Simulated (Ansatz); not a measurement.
# BFH3Si (SMILES F[B][SiH3]) (doublet): what the fields show

```xyz
6

F    -0.5449   -2.3223    0.5851
B     0.2722   -1.3011    0.6466
Si    0.0646    0.5500   -0.1742
H    -1.1779    0.8039   -0.9584
H     1.2475    0.7525   -1.0521
H     0.1384    1.5169    0.9530
```

Computed with UKS BHLYP-D4/cc-pVDZ (Ansatz).

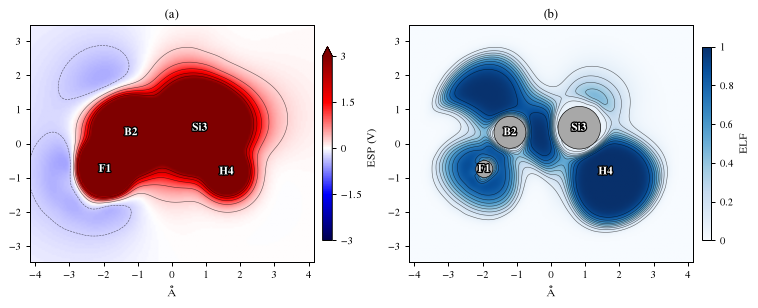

Figure 1. (a) molecular electrostatic potential; (b) electron localisation function on the plane of atoms F1, B2 and Si3. Grey discs cover the atomic cores in the ELF map.

Read the bonding off the picture.

Answer.
- The plane passes through F, B, Si and H nuclei.
- B–F (1.31 Å): the ELF peaks at about 0.85 between the atoms (a shared but strongly polarised pair).
- Si–B (2.04 Å): the ELF peaks at about 1 between the atoms (localised, covalent bonding).
- Si–H (1.49 Å): the ELF climbs to about 1 towards the hydrogen, as it does in any bond to H.
- The ELF also peaks beside F1, away from the bonds: non-bonding electrons, paired or unpaired.
- Outside the dense part of the molecule the potential is most negative (−0.5 V) near F1.

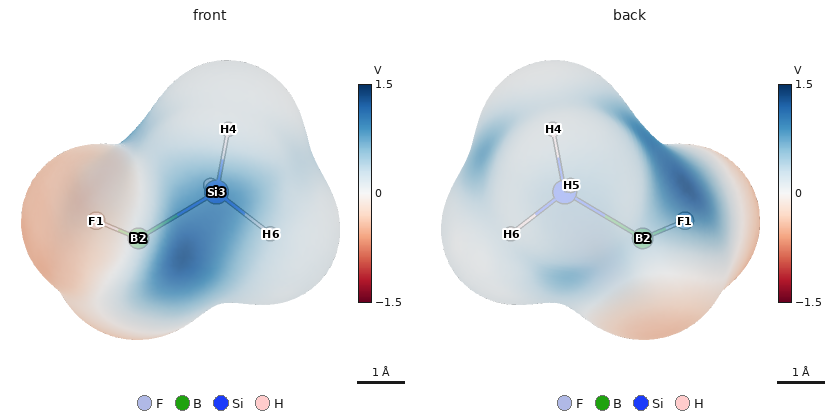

Figure 2. The electrostatic potential painted on the density surface at 0.001 e/bohr³, seen from the front and from behind; the colour scale runs from red (negative) to blue (positive).

Where is the surface potential most negative and most positive?

Answer. The most negative region (about −0.5 V, or −12 kcal/mol for a unit charge) lies over F1, the most positive (about +1.3 V, or +30 kcal/mol for a unit charge) over B2.

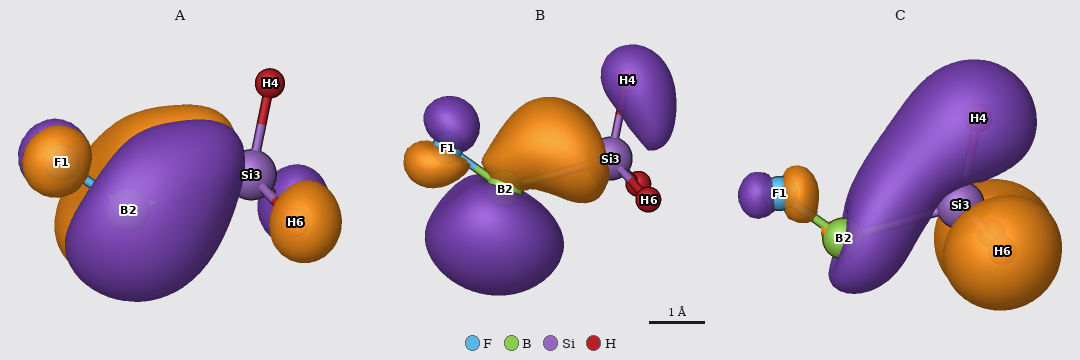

Figure 3. Three frontier orbitals at ±0.1 Å⁻³ᐟ² (orange and purple are the two phases), in no order.

Order the three orbitals by energy and name them. All are α orbitals.

Answer. C is the HOMO−1 (α) (−11.11 eV). By Hirshfeld shares it lies mainly on Si3 (about 40 %), H4 (about 20 %), H5 (about 15 %), H6 (about 15 %) and B2 (about 10 %). B is the HOMO (α) (−6.65 eV). By Hirshfeld shares it lies mainly on B2 (about 65 %), Si3 (about 20 %) and F1 (about 10 %). A is the LUMO (α) (−0.55 eV). Its weight (Hirshfeld) is mainly on B2 (about 60 %), Si3 (about 20 %) and F1 (about 10 %).

What is the gap between the highest occupied and lowest empty α orbitals?

Answer. 6.10 eV between the orbital energies.
